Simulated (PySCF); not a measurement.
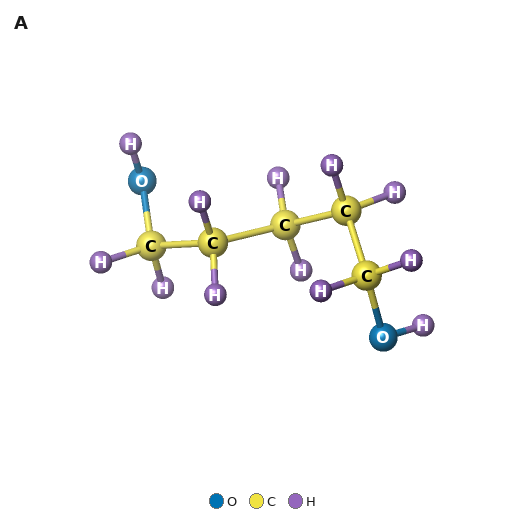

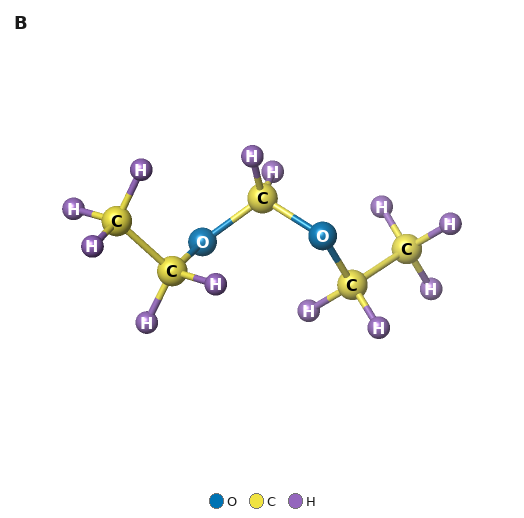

2 stationary structures of one formula. Geometries: PBE0-D3(BJ)/def2-SVP. Electronic energies: PBE0-D3(BJ)/def2-SVP (PySCF 2.14.0), without zero-point energy. No frequency run is at hand to confirm each as a minimum. Each is one conformer, not always the lowest.

> Rank them by energy, lowest first.

A is lowest; B lies 0.220 eV above it. A is `OCCCCCO`, B is `CCOCOCC`.
